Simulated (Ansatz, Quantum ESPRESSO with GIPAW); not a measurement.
# KI: NMR parameters from first principles

Aim: the magnetic shielding of every site in KI.

**The experiment.** The 127I shift is 192.62 ppm against aqueous I-, in “Multinuclear Solid-State Magnetic Resonance Studies on 'Exotic' Quadrupolar Nuclei: Acquisition Methods, High-Order Effects, Quantum Chemical Computations” (Widdifield, PhD thesis, University of Ottawa, 2012), quoting earlier work.

Main program and level: Quantum ESPRESSO with GIPAW 8.0dev (patched build); DFT, PBE, plane-wave PAW (pslibrary 1.0.0 recipes), scalar-relativistic, GIPAW; a patched development version of the program.

Most raw output is cut from this account.

## Step 1: The starting structure

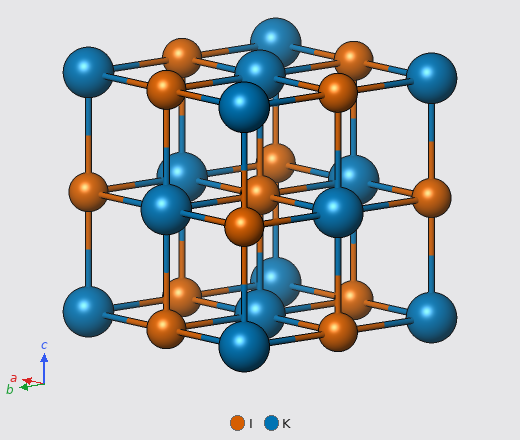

The starting structure, seen from a free direction (iodine orange, potassium blue). This picture shows the conventional cell, with its axes. Some periodic images of atoms are drawn too.

The cell is an entry of the Crystallography Open Database.

## Step 2: The SCF step

GIPAW is a response on top of the ground state, so the wavefunctions come first. Their errors pass straight into the induced current, hence the tight threshold. No empty states are asked for: the response is solved without them. The mesh has a spacing of 0.31 Å⁻¹ at most. The PAW files were made with ld1.x from the pslibrary 1.0.0 recipes, with GIPAW reconstruction switched on.

The input, scf.in:

```
&control
  calculation = 'scf'
  prefix = 'x'
  outdir = './tmp/'
  pseudo_dir = './'
/
&system
  ibrav = 0
  nat = 2
  ntyp = 2
  ecutwfc = 55
  ecutrho = 330
  nbnd = 8
/
&electrons
  conv_thr = 1.0d-10
  mixing_beta = 0.7
  electron_maxstep = 100
/
ATOMIC_SPECIES
  I 126.904 I.pbe-n-kjpaw_psl.1.0.0-gipaw.UPF
  K 39.098 K.pbe-spn-kjpaw_psl.1.0.0-gipaw.UPF
CELL_PARAMETERS angstrom
  0.00000000 3.53277500 3.53277500
  3.53277500 0.00000000 3.53277500
  3.53277500 3.53277500 0.00000000
ATOMIC_POSITIONS crystal
  I 0.50000000 0.50000000 0.50000000
  K 0.00000000 0.00000000 0.00000000
K_POINTS automatic
  5 5 5 0 0 0
```

Command:

```
mpirun -np 4 pw.x -nk 4 -in scf.in > scf.out
```

The job ended after 8.2 s (4 MPI ranks of Arm Neoverse V2, shared host; peak memory 0.52 GiB).

It converged in 11 cycles to an estimated accuracy of 2e-11 Ry, on 10 irreducible k-points.

## Step 3: Magnetic response

A uniform field breaks periodicity, so gipaw.x applies it as a wave of small q and takes the limit. It solves for the first-order states, builds the induced current and gets the field at each nucleus by Biot–Savart; the PAW spheres add what the smooth waves miss near the nuclei. pawproj makes the reconstruction use the PAW data sets' own projectors.

The input, nmr.in:

```
&inputgipaw
  job = 'nmr'
  prefix = 'x'
  tmp_dir = './tmp/'
  restart_mode = 'from_scratch'
  verbosity = 'low'
  q_gipaw = 0.01
  spline_ps = .true.
  conv_threshold = 1.0d-14
  use_nmr_macroscopic_shape = .false.
  pawproj(1) = .true.
  pawproj(2) = .true.
/
```

Command:

```
mpirun -np 4 gipaw.x -in nmr.in > nmr.out
```

It took 40 s on 4 MPI ranks; peak memory 0.36 GiB.

The f-sum rule is met to 0.0036 of 17.3 (0.02 %). Converged shieldings require that this miss be small, but a small miss does not prove them. This build smooths some augmentation functions of the files as it reads them, which, it says, moves results; by how much was not measured here.

From the symmetric part of each tensor, with principal values σ11 ≤ σ22 ≤ σ33: σ_iso is their mean, the span is σ33 − σ11 and the skew 3(σ_iso − σ22)/span. (gipaw.x prints an anisotropy in another convention.)

```
site  atom no.  atoms in cell  σ_iso (ppm)  span (ppm)  skew
   I         1              1         4839           0     -
   K         2              1       1142.5         0.0     -
```

The macroscopic shape term is switched off. For a spherical sample the valence susceptibility of this run would add about 8 ppm to every site, a rough estimate, since the susceptibility converges slowly and lacks part of the PAW terms. Differences within the crystal don't depend on it, but shieldings of different compounds can't be compared to better than a few ppm without it.

I and K sit on cubic site symmetry, where the tensor must be isotropic.

How the isotropic values are made up (ppm). The core part is that of the free atom's core; bare is the current of the smooth valence states; the last two are what the PAW spheres add to the diamagnetic and the paramagnetic current:

```
site    core   bare  reconstruction, dia  reconstruction, para
   I  5697.1   57.3                 -1.9                -913.7
   K  1193.4  114.6                 -4.1                -161.5
```

The quadrupolar nuclei (127I and 39K) sit on sites where the field gradient vanishes by symmetry, so they have no quadrupolar coupling.

## Step 4: From shieldings to shifts

Covalently bonded atoms count as neighbours within 1.18 times the sum of their radii. Otherwise a cation's neighbours lie within 1.2 times its shortest bond (1.3 for large cations, each anion's radius taken off where they differ), and an anion's are the cations that count it.

```
site  atom no.  atoms in cell  surroundings  bonds (Å)  σ_iso (ppm)
   I         1              1   bound to K6      3.533         4839
   K         2              1           KI6      3.533       1142.5
```

## Step 5: Cost against result

Each row names what was changed: another mesh tests the sampling of the zone; another functional shows how far the paramagnetic term hangs on the exchange-correlation form; another cutoff tests the basis.

Changes of σ_iso (ppm) against the run above (PBE, cutoffs 55 and 330 Ry, mesh 5×5×5, 3.1 min). Times are CPU times of pw.x and gipaw.x together, on 4 MPI ranks of Arm Neoverse V2, shared host; on a shared host they are rough. A run is marked as doubtful where the f-sum miss passes 0.015 electrons, or that much for each three atoms in larger cells (with Tl, Pb, Hg, Bi or Sn a third of that, or a mesh spacing over 0.26 Å⁻¹), or where the susceptibility is unphysically large.

```
                                      run  CPU time  f-sum miss       I      K
                               mesh 7×7×7   5.7 min      0.0011   +11.4   +0.8
                                      LDA   3.1 min      0.0048  -158.5  -25.2
cutoffs 40 and 280 Ry (coarse on purpose)   1.9 min      0.0043    +0.5   -4.3
                      mesh 4×4×4 (marked)   2.6 min       0.017   -42.7   -4.0
                                 Wu-Cohen   3.2 min      0.0040   -36.9   -5.0
                    cutoffs 70 and 420 Ry   5.4 min      0.0024    -0.1   +0.7
```

The largest move is -158.5 ppm, on I, from LDA.

## Step 6: Comparison with the measured values

Without a fitted line the measured shift still tests the calculation: for an exact theory σ + δ is one number for all compounds of a nucleus, up to the shape term, which is left out of σ and differs by some ppm between compounds.

```
nucleus, site  σ_iso (ppm)  measured δ (ppm)  σ + δ (ppm)  σ + δ of other compounds, same level
      127I, I         4839            192.62         5031                              NaI 4990
```

## Step 7: What came out

| Item | Value |
| --- | --- |
| 127I shielding without shape term | 4839 ppm |
| 39K shielding without shape term | 1142.5 ppm |

127I has one site (bound to K6), with isotropic shielding 4839 ppm (shape term left out). A shift needs a reference, δ = σ_ref − σ, fixed on measured compounds; for 127I of this kind at this level too few were at hand, or they scattered too widely about a line, so none is given. For 127I, σ + δ is 5031 ppm here and 4990 ppm in NaI: with that reference and slope one the shift would be off by -41 ppm. Going to mesh 7×7×7 changes no isotropic shielding by more than 11.5 ppm, a first measure of the error left in that respect. Going to cutoffs 70 and 420 Ry changes no isotropic shielding by more than 0.72 ppm, so the main run is converged in that respect. The cheaper run with cutoffs 40 and 280 Ry takes about 60 % of the time and is off by 0.49 ppm on I, and by 4.3 ppm at most. The largest change with the functional is 158.5 ppm in absolute shielding; part of that drops out once each functional has its own reference line. Spin-orbit coupling is missing, which matters for I. The scalar-relativistic files are used with non-relativistic response operators, which weighs most on the heavy atoms' own shieldings. This build of gipaw.x prints that it is not audited and that its numbers are no references by themselves. It also reports spline_ps as false although the input sets it; why was not traced.

[Logs are printed without paths, hosts, clocks, repeated set-up lines and the standing remarks that a program may print on its own settings, such as how far it seeks lower states.]

[Hosts, paths, dates, database ids (printed as entryN), source tags and the programs' standing remarks are cut or masked in the printed files.]

[Where no reference line passes its bar on scatter, no shift is given, so a measured shift of this compound may stand uncompared.]
